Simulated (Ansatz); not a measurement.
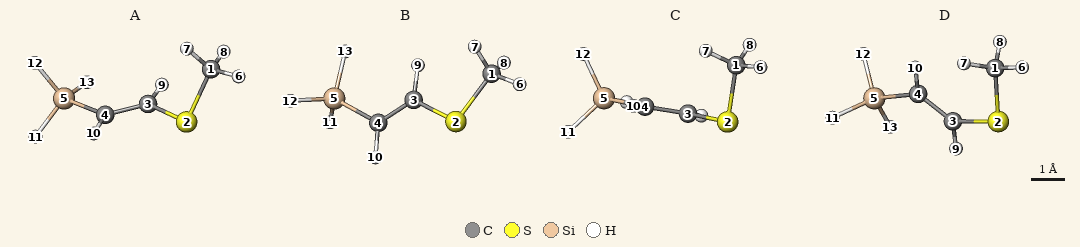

4 geometries from a converged minimum-energy path of C₃H₈SSi, shuffled. Style: ball-and-stick. Shown at a tilt.

Level of theory: RKS B3LYP/def2-SVP in Ansatz 0.2.0. Set-up: 7 movable images; climbing image; force threshold 0.05 eV/Å; iteration limit 53; starting path through a guess of the saddle point.

Which frame is the top of the path?

Answer. C. In order along the path, whose images run from 0 to 8: B (image 0, 0.0 kcal/mol), A (image 3, +2.3 kcal/mol), C (image 5, +4.9 kcal/mol), D (image 7, −0.4 kcal/mol). The motion is a rotation about the S2–C3 bond by about 180°. No bond forms or breaks between the ends.
